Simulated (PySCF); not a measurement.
H2MgSe, SMILES [MgH][SeH] at its PBE0/def2-SVP optimised geometry (Å):

```
4

Mg     0.3791     0.7029     0.0000
H      2.0734     0.7029     0.0000
Se    -2.0618     0.7279    -0.0035
H     -2.0734    -0.7279     0.2295
```

Computed with PBE0/def2-TZVP (PySCF 2.14.0). Cells within 0.4 Å of a nucleus heavier than hydrogen are left out (blank, or x).

Map of the electron localisation function on the plane z = 0.0 Å:

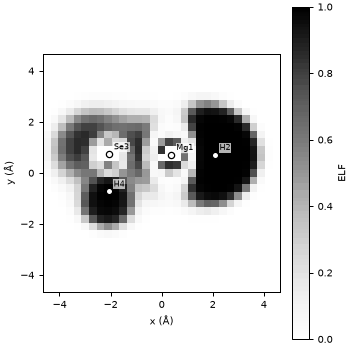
Figure. Electron localisation function on the plane z = 0.0 Å.
